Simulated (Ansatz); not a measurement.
A relaxed structure of ZnSe. All values below come from r2SCAN (plane waves to 500 eV, PAW, scalar-relativistic; Ansatz, a program for electronic structure).

F-43m (No. 216), cF8, zinc blende type; a = b = c = 5.6657 Å, α = β = γ = 90.00°.

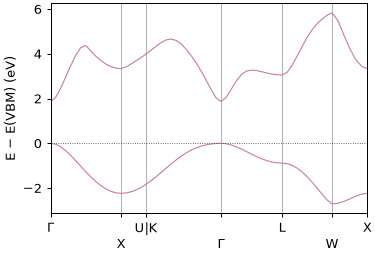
*Highest filled and lowest empty band along the path of this cell's Brillouin zone*

Task: Read off the gap and say whether it is direct.

Result: 1.87 eV, direct at Γ (no spin-orbit coupling).

Task: How far does the top valence band disperse along this path?

Result: About 2.7 eV.

No spin polarisation in the result.

Measured for ZnSe: a 5.6676 Å (room temperature; as listed in Martin Albrecht, Beate Paulus, Hermann Stoll, Phys. Rev. B (1997)); gap 2.87 eV (static lattice; corrected from measurement; as listed in Wei Chen et al., Physical Review Materials (2018)). Computed minus measured — a: r2SCAN 0.0 %; gap: r2SCAN -1.00 eV. The computed values are for a static lattice, and a measured gap can be an optical one, lowered by exciton binding.

The run could not lose the symmetry of its start; a randomly shaken copy of 2 atoms returns to this structure.

All atoms sit on sites fixed by symmetry, so only the cell could relax.
